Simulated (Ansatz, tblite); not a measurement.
# Sn(NCS)H3 (CH3NSSn): spin-state energies by level

Aim: set other spin states of Sn(NCS)H3 (CH3NSSn) against its singlet, on many levels of theory.

Method: as each input shows; program: Ansatz 0.2.0, Gaussian basis.

Plan: triplet, at the geometry of the singlet (GFN1-xTB, GFN2-xTB, PBE0-D4/def2-TZVP, PBE-D4/def2-TZVP, r2SCAN-D4/def2-TZVP); the singlet's energies come from earlier runs.

3 further runs of the same task are left out: 1 that didn't finish, 2 set aside as unsound or not needed. Runs told in other sessions of the task aren't counted.

## (1) The geometry

The geometry is that of the singlet, from an earlier relaxation (PBE0-D4/def2-SVP).

7 atoms, charge 0, spin multiplicity 1.

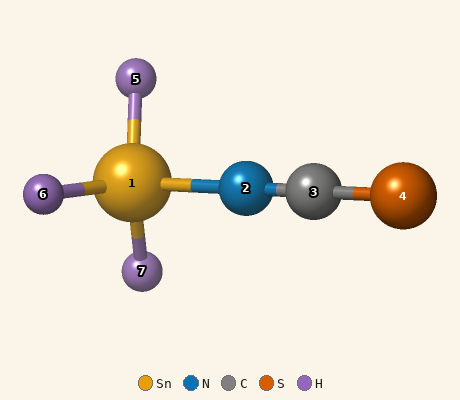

The structure; tin amber, nitrogen blue, carbon grey, sulfur orange, hydrogen purple; atoms are numbered from 1 in the order of the file.

Sn takes a core potential in the def2 sets. No spin-orbit coupling is included.

## (2) Triplet at the fixed geometry, GFN1-xTB

Tight binding, by tblite at 300 K electronic temperature and without a spin-polarisation term:

```python
tblite.interface.Calculator('GFN1-xTB', numbers, positions, charge=0, uhf=2).singlepoint()
```

Energy -350.8483 eV; 0.009 s.

## (3) Triplet at the fixed geometry, GFN2-xTB

Tight binding, by tblite at 300 K electronic temperature and without a spin-polarisation term:

```python
tblite.interface.Calculator('GFN2-xTB', numbers, positions, charge=0, uhf=2).singlepoint()
```

Energy -319.6232 eV; 0.01 s.

## (4) Triplet at the fixed geometry, PBE0-D4/def2-TZVP

The input, in.yaml:

```yaml
crystal:
  periodic: [false, false, false]
  atoms:
    - {symbol: Sn, position_ang: [-0.002236, -0.002465, -1.246872]}
    - {symbol: N, position_ang: [-0.005894, 0.015660, 0.787521]}
    - {symbol: C, position_ang: [0.001832, 0.007340, 1.979438]}
    - {symbol: S, position_ang: [0.010998, -0.001986, 3.563264]}
    - {symbol: H, position_ang: [1.643006, -0.002332, -1.691979]}
    - {symbol: H, position_ang: [-0.826973, 1.415996, -1.707628]}
    - {symbol: H, position_ang: [-0.820734, -1.432213, -1.683734]}
basis:
  gaussian: {orbitals: def2-TZVP}
magnetization: {spin_polarized: true, initial_magnetization: 2}
hamiltonian: {xc: pbe0, dispersion: d4}
scf: {omitted_lower_state_checks: [starts]}
output: {orbitals: {seedname: orbitals}}
```

On the command line:

```
ansatz run in.yaml --threads 4 --pin off --events-out ev --progress --plain --max-ram 3916MiB
```

Log:

```text
Functional definition: PBE0
  name "PBE0"
  cite "Adamo & Barone, J. Chem. Phys. 110, 6158 (1999) doi:10.1063/1.478522"
  cite "Perdew, Burke & Ernzerhof, Phys. Rev. Lett. 77, 3865 (1996) doi:10.1103/PhysRevLett.77.3865"
  parent pbe
  parameter a = 0.25
  parameter kappa = 0.804
  parameter beta = 0.06672455060314922
  exchange = (1 - a)*pbe_x(kappa = kappa, mu = beta*pi^2/3) + a*exact_x
  correlation = pbe_c(beta = beta)
these checks for a lower state are left out or cut short: starts
1199 factors; their error is unknown
mean field evaluation 1: about -19222.7134 eV, gradient 4.6e1 eV
mean field evaluation 2: about -19170.7493 eV, gradient 1.0e2 eV
mean field evaluation 4: about -19231.6774 eV, gradient 9.1e0 eV
mean field evaluation 8: about -19232.1302 eV, gradient 7.2e-1 eV
mean field evaluation 16: about -19232.3885 eV, gradient 1.6e-2 eV
mean field evaluation 32: about -19232.3885 eV, gradient 8.4e-5 eV
mean field -19232.38847126 eV, -706.7772401378 hartree, gradient 5.8e-6 eV, S^2 2.008771; 0 other end points of the search recorded, 0 dependent functions left out
reference -19232.38851219 eV, -706.7772416420 hartree; 28, 26 occupied and 139, 141 virtual orbitals, 1199 factors
Total energy: -19232.52665219 eV, -706.7823181933 hartree
Checks for a lower state left out: starts
```

Wall time 36 s (4 threads of Intel Xeon at 2.50GHz, shared host); peak memory 0.76 GiB.

Report: HOMO -2.50 eV, LUMO -4.54 eV (over both spins; with the spin held, an empty level of the minority spin lies below the top filled one); ⟨S²⟩ 2.009 (pure: 2.00).

## (5) Triplet at the fixed geometry, PBE-D4/def2-TZVP

start.molden holds the orbitals of an earlier run on this state, given as this run's starting guess.

Edit in.yaml of step 4 so:

```diff
@@ -11,5 +11,5 @@
 basis:
-  gaussian: {orbitals: def2-TZVP}
+  gaussian: {orbitals: def2-TZVP, initial_orbitals: start.molden}
 magnetization: {spin_polarized: true, initial_magnetization: 2}
-hamiltonian: {xc: pbe0, dispersion: d4}
+hamiltonian: {xc: pbe, dispersion: d4}
 scf: {omitted_lower_state_checks: [starts]}
```

Same command.

Log:

```text
Functional definition: PBE
  name "PBE"
  cite "Perdew, Burke & Ernzerhof, Phys. Rev. Lett. 77, 3865 (1996) doi:10.1103/PhysRevLett.77.3865"
  parent pbe
  parameter kappa = 0.804
  parameter beta = 0.06672455060314922
  exchange = pbe_x(kappa = kappa, mu = beta*pi^2/3)
  correlation = pbe_c(beta = beta)
these checks for a lower state are left out or cut short: starts
1116 factors; their error is unknown
mean field evaluation 1: about -19231.1928 eV, gradient 7.3e0 eV
mean field evaluation 2: about -19231.3292 eV, gradient 2.2e-1 eV
mean field evaluation 4: about -19231.3215 eV, gradient 9.5e-3 eV
mean field evaluation 8: about -19231.3186 eV, gradient 7.2e-1 eV
mean field evaluation 16: about -19231.3215 eV, gradient 6.9e-5 eV
mean field -19231.32145578 eV, -706.7380280421 hartree, gradient 9.8e-6 eV, S^2 2.004836; 0 other end points of the search recorded, 0 dependent functions left out
reference -19231.32151299 eV, -706.7380301444 hartree; 28, 26 occupied and 139, 141 virtual orbitals, 1116 factors
Total energy: -19231.48319057 eV, -706.7439716860 hartree
Checks for a lower state left out: starts
```

Run time: 14 s. Hardware: 4 threads of Intel Xeon at 2.50GHz, shared host.

From the report: HOMO -1.51 eV, LUMO -5.65 eV (over both spins; with the spin held, an empty level of the minority spin lies below the top filled one); ⟨S²⟩ 2.005 (pure: 2.00).

## (6) Triplet at the fixed geometry, r2SCAN-D4/def2-TZVP

Edit in.yaml of step 5 so:

```diff
@@ -13,3 +13,3 @@
 magnetization: {spin_polarized: true, initial_magnetization: 2}
-hamiltonian: {xc: pbe, dispersion: d4}
+hamiltonian: {xc: r2scan, dispersion: d4}
 scf: {omitted_lower_state_checks: [starts]}
```

The command is unchanged.

Log, shortened:

```text
Functional definition: r2SCAN
  name "r2SCAN"
  cite "Furness, Kaplan, Ning, Perdew & Sun, J. Phys. Chem. Lett. 11, 8208 (2020) doi:10.1021/acs.jpclett.0c02405"
  cite "Furness, Kaplan, Ning, Perdew & Sun, J. Phys. Chem. Lett. 11, 9248 (2020) doi:10.1021/acs.jpclett.0c03077"
  parent r2scan
[...]
1116 factors; their error is unknown
[...]
mean field -19239.17158451 eV, -707.0265149518 hartree, gradient 3.6e-6 eV, S^2 2.010832; 0 other end points of the search recorded, 0 dependent functions left out
reference -19239.17160607 eV, -707.0265157441 hartree; 28, 26 occupied and 139, 141 virtual orbitals, 1116 factors
Total energy: -19239.21034142 eV, -707.0279392420 hartree
Checks for a lower state left out: starts
```

Wall time 53 s (4 threads of Intel Xeon at 2.50GHz, shared host).

Report: HOMO -1.67 eV, LUMO -5.32 eV (over both spins; with the spin held, an empty level of the minority spin lies below the top filled one); ⟨S²⟩ 2.011 (pure: 2.00).

## (7) Triplet less singlet, vertical

The singlet's energies are those of its earlier runs, whose logs aren't repeated here.

```tsv
level	triplet less singlet, vertical (kcal/mol)	time
GFN1-xTB	+105.1	0.022 s
GFN2-xTB	+100.3	0.019 s
PBE-D4/def2-TZVP	+104.9	16 s
r2SCAN-D4/def2-TZVP	+105.2	56 s
PBE0-D4/def2-TZVP	+105.0	41 s
```

Times add the two runs; a level without a time comes out of a correlated run. Tight binding without a spin term can't rank spin states.

## (8) What came out

```
                                                quantity                                           value
triplet less singlet, vertical, functionals in def2-TZVP  +104.9 (PBE-D4) to +105.2 kcal/mol (r2SCAN-D4)
```

**Reading.** All functionals put the triplet above the singlet, over a spread of 0.4 kcal/mol. The checks for a lower triplet were left out, so another state of that spin may lie lower. These are electronic energies, without zero-point motion, entropy or surroundings.
